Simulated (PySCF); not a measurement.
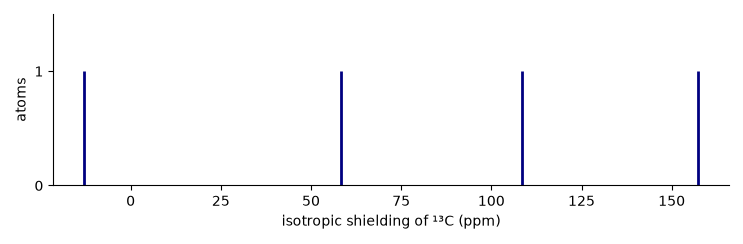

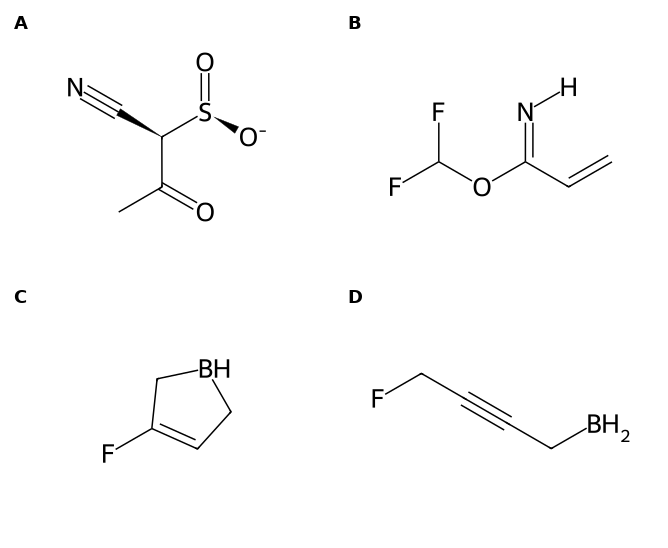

The sticks are computed shieldings of one of the molecules, for one fixed geometry (GFN2-xTB) without averaging over rotations. Low shielding means a high chemical shift. Method: GIAO PBE0/pcSseg-1 NMR shielding, non-relativistic, gas phase (PySCF 2.14.0).

Match the spectrum to a structure.

Answer. A, `CC(=O)[C@@H](C#N)[S@@](=O)[O-]`. Its 4 C atoms give lines at −13.0, 58.2, 108.6, 157.3 ppm.

The geometry is semi-empirical. Around B such bond lengths and angles can be off by a tenth of an ångström or more and by several degrees, and values that hang on the shape move with them.
